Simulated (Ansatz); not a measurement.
# One shape, several levels: SnSe (SMILES [Se][Sn])

We compute a comparison of 6 runs (HF/STO-3G, BLYP/def2-TZVP, PBE/def2-TZVP, RPA@PBE0/def2-TZVP, MP2/def2-TZVP, CCSD(T)/def2-TZVP) of SnSe. 

The calculation is run with Ansatz 0.2.0.

26 further runs of the same task are left out: 26 set aside as unsound or not needed.

## Step 1: The structure to begin with

The species is SnSe (2 atoms), meant as a singlet with charge 0. As SMILES, `[Se][Sn]`. The Se1–Sn2 distance was set to 2.674 Å, away from the relaxed value.

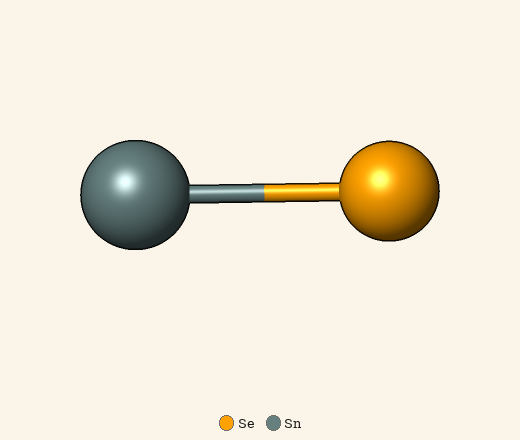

Viewed from a chosen angle; selenium orange, tin teal.

## Step 2: A single-point energy at HF/STO-3G (run 1)

The input, job.yaml:

```yaml
basis:
  gaussian:
    orbitals: STO-3G
crystal:
  periodic: [false, false, false]
  atoms:
    - {symbol: Se, position_ang: [0.000000, -0.000000, -0.342290]}
    - {symbol: Sn, position_ang: [-0.000000, 0.000000, 2.331810]}
hamiltonian:
  xc: hf
output:
  orbitals: {seedname: orbitals}
accuracy: high
total_charge: 0
```

Launch:

```bash
ansatz run job.yaml --threads 1 --pin off --max-ram 3480MiB --events-out events.jsonl --progress --plain --runs-dir runs
```

What it wrote:

```text
Warning: RAYON_NUM_THREADS=1 ignored (pool sized by the plan → 1); use --threads N
Functional definition: HF
  name "HF"
  exchange = exact_x
  correlation = 0
697 factors; integrals over basis functions are off by at most 5.0e-9 eV
mean field evaluation 1: about -226850.5110 eV, gradient 2.3e1 eV
mean field evaluation 2: about -226850.5500 eV, gradient 2.3e1 eV
mean field evaluation 4: about -226855.9040 eV, gradient 3.4e0 eV
mean field evaluation 8: about -226856.0246 eV, gradient 1.4e-4 eV
mean field evaluation 16: about -226838.5555 eV, gradient 1.8e1 eV
mean field -226856.01955648 eV, -8336.8049501676 hartree, gradient 6.6e-8 eV, S^2 0.000000; 0 other end points of the search recorded, 0 dependent functions left out
reference -226856.01955648 eV, -8336.8049501676 hartree; 42, 42 occupied and 3, 3 virtual orbitals, 697 factors
Total energy: -226856.01955648 eV, -8336.8049501676 hartree
```

It took 0.68 s on 1 thread of Arm Neoverse V2, shared host; peak memory 0.11 GiB.

## Step 3: A single-point energy at BLYP/def2-TZVP (core potential) (run 2)

The input, in.yaml:

```yaml
crystal:
  periodic: [false, false, false]
  atoms:
    - {symbol: Se, position_ang: [0.000000, -0.000000, -0.342290]}
    - {symbol: Sn, position_ang: [-0.000000, 0.000000, 2.331810]}
basis:
  gaussian:
    orbitals: def2-TZVP
accuracy: high
output: {orbitals: {seedname: orbitals}}
hamiltonian:
  xc: {name: BLYP}
```

Launch:

```bash
ansatz run in.yaml --threads 1 --pin off --max-ram 3480MiB --events-out events.jsonl --progress --plain --runs-dir runs
```

What it wrote:

```text
Warning: RAYON_NUM_THREADS=1 ignored (pool sized by the plan → 1); use --threads N
Functional definition: BLYP
  name "BLYP"
  parameter beta = 0.0042
  parameter a = 0.04918
  parameter b = 0.132
  parameter c = 0.2533
  parameter d = 0.349
  exchange = b88_x(beta = beta)
  correlation = lyp_c(a = a, b = b, c = c, d = d)
1486 factors; integrals over basis functions are off by at most 4.6e-9 eV
mean field evaluation 1: about -71177.0360 eV, gradient 3.2e1 eV
mean field evaluation 2: about -71086.5282 eV, gradient 1.2e2 eV
mean field evaluation 4: about -71181.5555 eV, gradient 1.2e1 eV
mean field evaluation 8: about -71181.5552 eV, gradient 1.2e1 eV
mean field evaluation 16: about -71182.0822 eV, gradient 6.9e-6 eV
mean field -71182.08217639 eV, -2615.8932710342 hartree, gradient 2.4e-8 eV, S^2 0.000000; 0 other end points of the search recorded, 0 dependent functions left out
reference -71182.08221217 eV, -2615.8932723491 hartree; 28, 28 occupied and 70, 70 virtual orbitals, 1486 factors
Total energy: -71182.08221217 eV, -2615.8932723491 hartree
```

Run time: 5.4 s. Hardware: 1 thread of Arm Neoverse V2, shared host; peak memory 0.2 GiB.

Run 3 isn't shown in full; the table further down has it.

## Step 4: A single-point energy at RPA@PBE0/def2-TZVP (core potential) (run 4)

The input, molecule.yaml:

```yaml
crystal:
  periodic: [false, false, false]
  atoms:
    - symbol: Se
      position_ang: [0.000000, -0.000000, -0.342290]
    - symbol: Sn
      position_ang: [-0.000000, 0.000000, 2.331810]
basis:
  gaussian: {orbitals: def2-TZVP}
hamiltonian: {xc: {name: PBE0}}
correlation: {method: rpa, frozen_orbitals: {Se: 9, Sn: 4}}
accuracy: high
```

Launch:

```bash
ansatz run molecule.yaml --threads 1 --pin off --max-ram 3480MiB --events-out events.jsonl --progress --plain --runs-dir runs
```

What it wrote (excerpt; [...] marks lines left out):

```text
Warning: RAYON_NUM_THREADS=1 ignored (pool sized by the plan → 1); use --threads N
Functional definition: PBE0
  name "PBE0"
[...]
1486 factors; integrals over basis functions are off by at most 4.6e-9 eV
[...]
mean field -71174.18962485 eV, -2615.6032251146 hartree, gradient 3.8e-8 eV, S^2 0.000000; 0 other end points of the search recorded, 0 dependent functions left out
13 core orbitals not correlated: weight in the atoms' cores, before any rotation towards them, 1.000 or more for the frozen orbitals, at most 0.000 for the correlated occupied ones
reference -71108.66553851 eV, -2613.1952593557 hartree; 15, 15 occupied and 70, 70 virtual orbitals, 1486 factors
Total energy: -71128.72286113 eV, -2613.9323523664 hartree
```

Run time: 11 s. Hardware: 1 thread of Arm Neoverse V2, shared host; peak memory 0.34 GiB.

Run 5 isn't shown in full; the table further down has it.

## Step 5: The energy at CCSD(T)/def2-TZVP (core potential) (run 6)

The input, run.yaml:

```yaml
crystal:
  periodic: [false, false, false]
  atoms:
    - {symbol: Se, position_ang: [0.000000, -0.000000, -0.342290]}
    - {symbol: Sn, position_ang: [-0.000000, 0.000000, 2.331810]}
basis:
  gaussian:
    orbitals: def2-TZVP
correlation:
  method: ccsd_t
  frozen_orbitals: {Se: 9, Sn: 4}
accuracy: high
scf:
  omitted_lower_state_checks: [cluster_reference, increment]
```

Launch:

```bash
ansatz run run.yaml --threads 1 --pin off --max-ram 3480MiB --events-out events.jsonl --progress --plain --runs-dir runs
```

What it wrote (excerpt; [...] marks lines left out):

```text
Warning: RAYON_NUM_THREADS=1 ignored (pool sized by the plan → 1); use --threads N
[... 2 set-up lines as earlier in the session ...]
[...]
1486 factors; integrals over basis functions are off by at most 4.6e-9 eV
[...]
mean field -71109.25018160 eV, -2613.2167445929 hartree, gradient 3.8e-8 eV, S^2 0.000000; 3 other end points of the search recorded, 0 dependent functions left out; unrestricted orbitals would lower it
13 core orbitals not correlated: weight in the atoms' cores, before any rotation towards them, 1.000 or more for the frozen orbitals, at most 0.000 for the correlated occupied ones
reference -71109.25018160 eV, -2613.2167445929 hartree; 15, 15 occupied and 70, 70 virtual orbitals, 1486 factors
second order -15.52136081 eV of doubles, -0.00000000 eV of singles
cycle   1  -14.53654048 eV  change    9.8e-1 eV  update   2.1e-1
[...]
cycle  22  -15.22040306 eV  change   -1.0e-9 eV  update   2.5e-9
perturbative correction -0.81279149 eV, -0.0298695361 hartree
Total energy: -71125.28337615 eV, -2613.8059536248 hartree
Checks for a lower state left out: cluster_reference, increment
```

Run time: 14 s. Hardware: 1 thread of Arm Neoverse V2, shared host; peak memory 0.45 GiB.

## Step 6: All runs side by side

```tsv
run	level	core potential	frozen core orbitals	energy (Eh)	wall time
1	HF/STO-3G	none	–	-8336.804950	0.68 s
2	BLYP/def2-TZVP (core potential)	def2-TZVP	–	-2615.893272	5.4 s
3	PBE/def2-TZVP (core potential)	def2-TZVP	–	-2615.533435	5.4 s
4	RPA@PBE0/def2-TZVP (core potential)	def2-TZVP	13	-2613.932352	11 s
5	MP2/def2-TZVP (core potential)	def2-TZVP	13	-2613.787144	5.7 s
6	CCSD(T)/def2-TZVP (core potential)	def2-TZVP	13	-2613.805954	14 s
```

## Step 7: Outcome

```
                                           quantity           value
                                run 6: total energy  -2613.80595 Eh
run 6: correlation energy (13 core orbitals frozen)      -589.2 mEh
                              run 6: (T) correction      -29.87 mEh
                               run 6: T1 diagnostic           0.033
```

What this shows: Over runs 1, 2, 3 the HOMO–LUMO gap runs from 1.83 eV (BLYP/def2-TZVP) to 8.05 eV (HF/STO-3G). The two ends differ in method and basis and core potential. Totals of different functionals can't be ranked against each other. Some runs of one species differ in core potentials or relativity; totals across that change don't compare. In run 6 the T1 diagnostic is large, so a single reference may not serve. In runs 5, 6 the log says that unrestricted orbitals would lower the reference, so the values rest on an unstable closed-shell determinant (other closed-shell runs at this shape may share the fault). In run 1 the basis is minimal, so the values are rough. In run 1 relativity is left out where basis or elements ask for it. All runs together took 42 s, the longest 14 s.
